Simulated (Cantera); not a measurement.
Feed: 1 mol PbO, 2.3 mol CO, 0.64 mol H2, held at 0.980 bar.

These are equilibrium values from Cantera (NASA tables, ideal gas, pure condensed phases), not measurements of a reactor. Candidate condensed phases: C, C6H6, C7H8, C8H18, H2O, Pb, PbO, PbO2, Pb3O4; 113 gas species. Rates play no part.

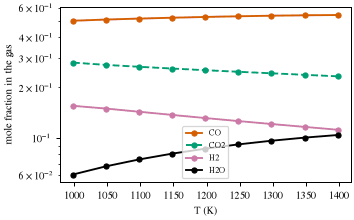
Equilibrium gas composition (values under 1e-9 drawn at 1e-9)

Question: Read off the mole fractions at 1398 K.

Answer: CO about 0.54, CO2 about 0.23, H2 about 0.11, H2O about 0.10.
